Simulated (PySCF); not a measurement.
C7H18SSi (Me3SiSBu)

Input file:

```
{"job": {"xc": "KT2", "basis": "6-31G*", "kind": "nmr", "pop": true}, "charge": 0, "multiplicity": 1}
C      4.437069    -0.004704     0.080957
C      2.954294     0.340121     0.039781
C      2.126863    -0.622810     0.886499
C      0.642016    -0.300329     0.844604
S     -0.038458    -0.589257    -0.835601
Si    -2.108012     0.003698    -0.538882
C     -2.181293     1.846024    -0.047778
C     -2.890804    -1.067498     0.832455
C     -2.950210    -0.294124    -2.213332
H      5.008364     0.690633    -0.529417
H      4.813952     0.043935     1.100896
H      4.603637    -1.010620    -0.297678
H      2.595300     0.296562    -0.989814
H      2.805602     1.359763     0.404142
H      2.277879    -1.642370     0.526256
H      2.461562    -0.577563     1.927091
H      0.090511    -0.941325     1.531699
H      0.466869     0.744521     1.099671
H     -1.759970     2.017428     0.939132
H     -3.207317     2.200255    -0.028833
H     -1.631172     2.463184    -0.752751
H     -3.961472    -0.898009     0.891413
H     -2.733438    -2.126012     0.644434
H     -2.471067    -0.840223     1.808706
H     -3.998980    -0.019658    -2.169854
H     -2.888860    -1.337527    -2.504853
H     -2.482761     0.292328    -2.997582
```

Launched as:

```sh
OMP_NUM_THREADS=1 python ens_run.py task.json out
```

Geometry: GFN2-xTB.

Level of theory: KT2/6-31G*, SCF density, gas phase, non-relativistic in PySCF.

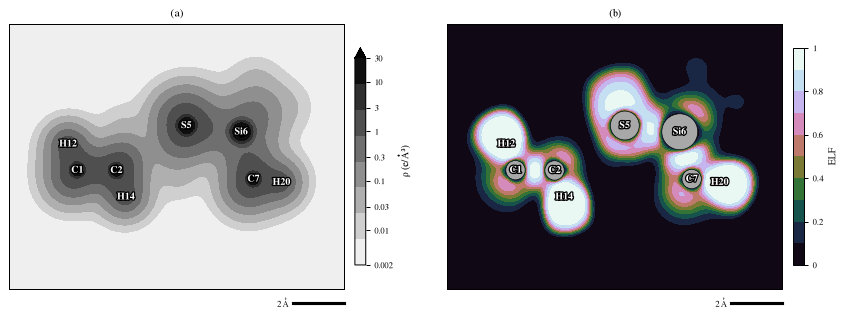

Figure 1. (a) total electron density; (b) ELF on the plane of atoms C1, C2 and H14. Grey discs cover the atomic cores in the ELF map.

Read the bonding off the picture.

Answer.
- The plane passes through C, S, Si and H nuclei.
- C–C (1.52 Å): ρ at the midpoint is about 1.6 e/Å³; the ELF peaks at about 0.95 between the atoms (localised, covalent bonding).
- C–Si (1.91 Å): ρ at the midpoint is about 0.9 e/Å³; the ELF peaks at about 0.95 between the atoms, as expected for a covalent bond.
- Si–S (2.17 Å): ρ is about 0.78 e/Å³ halfway; the ELF peaks at about 0.90 between the atoms (localised, covalent bonding).
- C–H (1.09 Å): ρ at the midpoint is about 1.9 e/Å³; the ELF climbs to about 1 towards the hydrogen, as it does in any bond to H: a covalent bond by its length.
- The ELF also peaks beside S5, away from the bonds: lone-pair regions.

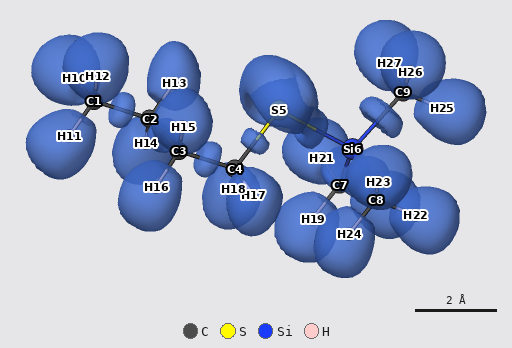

Figure 2. Isosurface of the electron localisation function at 0.8 (blue), seen at an oblique angle. Core shells and regions of very low density are left out.

What do the ELF domains correspond to?

Answer. The surface consists of three regions between bonded C–C atoms (shared pairs), one region between bonded C–S atoms (shared pairs), three regions between bonded C–Si atoms (shared pairs), 18 regions around hydrogen nuclei and one region on S in which the atom's valence shell and bonds are merged. Along the contacts the grid gives the following. C–S (1.84 Å): the ELF peaks at about 0.90 between the atoms, as expected for localised, covalent bonding.

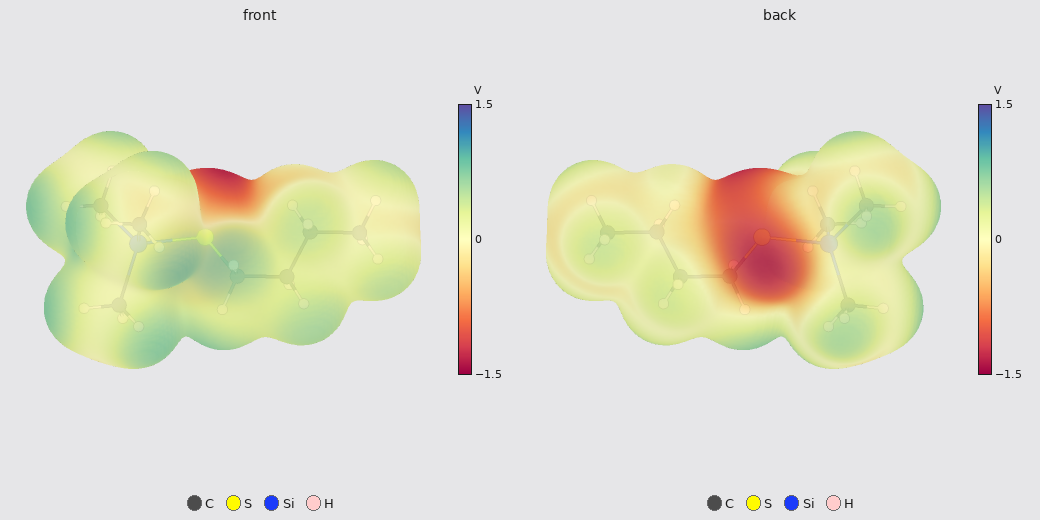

Figure 3. The electrostatic potential painted on the density surface at 0.002 e/bohr³, seen from the front and from behind; red is negative and blue positive.

Where is the surface potential most negative and most positive?

Answer. The most negative region (about −1.3 V) lies over S5, the most positive (about +0.7 V) over the H and Si atoms.

How polar is the molecule by this calculation?

Answer. Its dipole moment is 1.84 D.
